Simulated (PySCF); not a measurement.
```csv
atom,x (Å),y (Å),z (Å)
C,4.2408,-0.8186,0.0187
C,2.8947,-0.4152,0.2504
C,1.7510,-0.0699,0.4502
P,0.1140,0.3935,0.7284
C,-0.9614,-0.1111,-0.6443
C,-2.3569,0.5177,-0.5621
C,-2.9963,0.3069,0.8026
H,4.2829,-1.5044,-0.8273
H,4.6351,-1.3196,0.9028
H,4.8574,0.0532,-0.1999
H,-0.2865,-0.1674,1.9175
H,0.0587,1.7584,0.9050
H,-0.4571,0.1660,-1.5776
H,-1.0245,-1.2058,-0.6135
H,-2.9763,0.0616,-1.3353
H,-2.2958,1.5858,-0.7791
H,-2.4661,0.8734,1.5716
H,-4.0263,0.6516,0.7930
H,-2.9971,-0.7469,1.0740
```

Geometry: GFN2-xTB.

All numbers below come from B3LYP/def2-SVPD, SCF density, gas phase (PySCF).

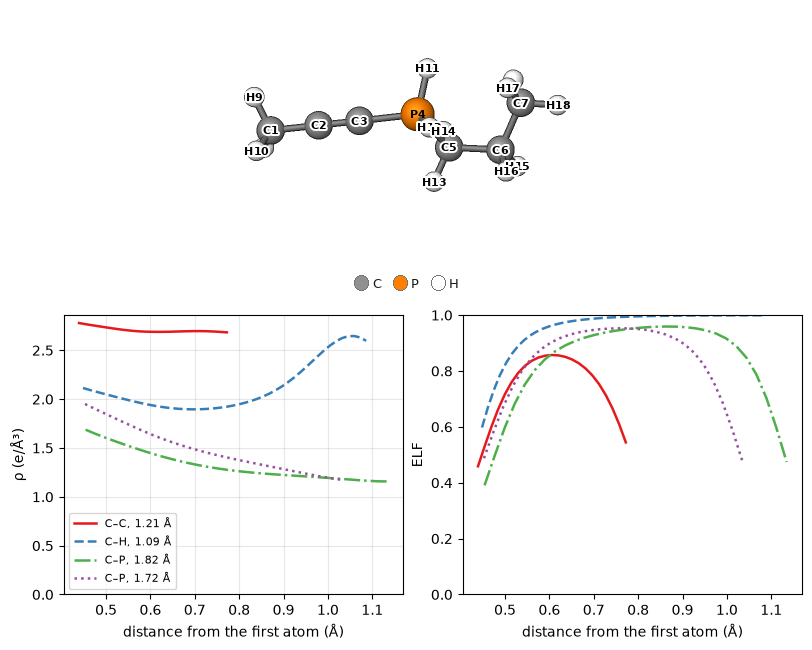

C6H12P (SMILES CC#C[PH2+]CCC) (charge +1). Total electron density and ELF along straight lines between neighbouring atoms. The curves leave out the atomic cores. The structure is drawn too.

**Compare the contacts.**

C–C (1.21 Å): the density is about 2.7 e/Å³ at the midpoint; the ELF peaks at about 0.85 between the atoms (a short, multiple covalent bond).
C–H (1.09 Å): ρ at the midpoint is about 2 e/Å³; the ELF climbs to about 1 towards the hydrogen, as it does in any bond to H; an ordinary covalent bond to hydrogen.
C–P (1.82 Å): ρ is about 1.2 e/Å³ halfway; the ELF peaks at about 0.95 between the atoms; localised, covalent bonding.
C–P (1.72 Å): ρ is about 1.3 e/Å³ halfway; the ELF peaks at about 0.95 between the atoms; localised, covalent bonding.
